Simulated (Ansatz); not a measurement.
Method: PBE (plane waves to 420 eV, PAW; Ansatz, a program for electronic structure).

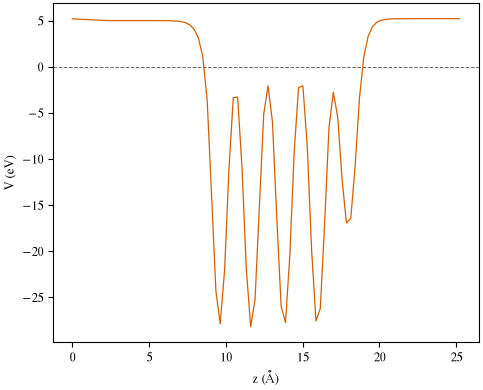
Plane-averaged electrostatic potential energy along the normal, in eV from the Fermi level, for Si on the 1x1 (0001) surface of hcp Ru, one in a 1x1 cell, started at the site 'hollow Ru-Ru-Ru over Ru at depth 2.1 Å'

Slab: 5 atoms, 6.3 Å thick at the start under the adsorbate (thin: gaps and levels are the slab's own); k 12x12x1, smearing 0.1 eV, dipole-corrected; 2 atoms held, the rest relaxed; held to the start's symmetry, so lower structures may exist; no spin, no spin-orbit, no U, no dispersion correction. At the end it is bonded to 3 Ru. In PBE it is, or lies within 0.03 eV of, the lowest of the starts that converged.

The vacuum level lies 5.21 eV above the Fermi level over the top face and 5.00 eV above it under the bottom face.
